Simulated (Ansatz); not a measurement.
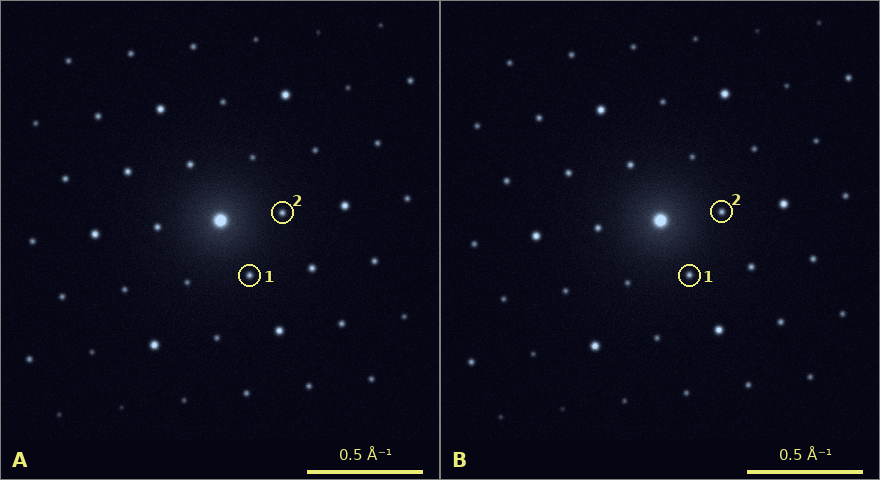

Kinematic electron diffraction patterns (300 kV, B = 0.5 Å², same scale) along [111] of the run's own cell, for the start and the end of one relaxation of GaPSe3 with DFT PBE, scalar-relativistic, plane waves, PAW (Ansatz). k mesh 8×8×6. The start is a generated model structure, and the relaxation ends in the nearest stationary point of its symmetry, not necessarily the ground state. Spot 1 is -1 0 1 and spot 2 is 0 -1 1 in both.

Start structure:

```yaml
crystal:
  lattice:
    - [4.56562, 0.00000, 0.00000]
    - [0.00000, 4.56562, 0.00000]
    - [0.00000, 0.00000, 6.15159]
  atoms:
    - { symbol: Ga, position: [0.00000, 0.00000, 0.03604] }
    - { symbol: P, position: [0.50000, 0.50000, 0.58384] }
    - { symbol: Se, position: [0.50000, 0.50000, 0.94176] }
    - { symbol: Se, position: [0.00000, 0.50000, 0.44918] }
    - { symbol: Se, position: [0.50000, 0.00000, 0.44918] }
```

> Which pattern belongs to the start structure, and which to the relaxed one?

B is the start: its cell gives d(1) = 3.666 Å, d(2) = 3.666 Å and an angle of 69.2°. A is the relaxed structure, with d(1) = 3.640 Å (-0.7 %), d(2) = 3.640 Å (-0.7 %) and 68.3°.

> Name reflections whose intensity changes strongly on relaxation.

3 -1 -2 goes from 5.9 to 11 % of the strongest spot; 1 1 -2 goes from 22 to 38 % of the strongest spot.

> What did the relaxation do to the structure and the energy?

The volume changed by -1.9 % to 25.16 Å³ an atom; with the mean shift removed, the atoms moved by up to 0.13 Å relative to the cell (Ga most); the space group stayed P4mm (No. 99); the free energy fell by 5.6 meV an atom. Relaxed cell: a = 4.584 Å, b = 4.584 Å, c = 5.988 Å, α = 90.00°, β = 90.00°, γ = 90.00°.
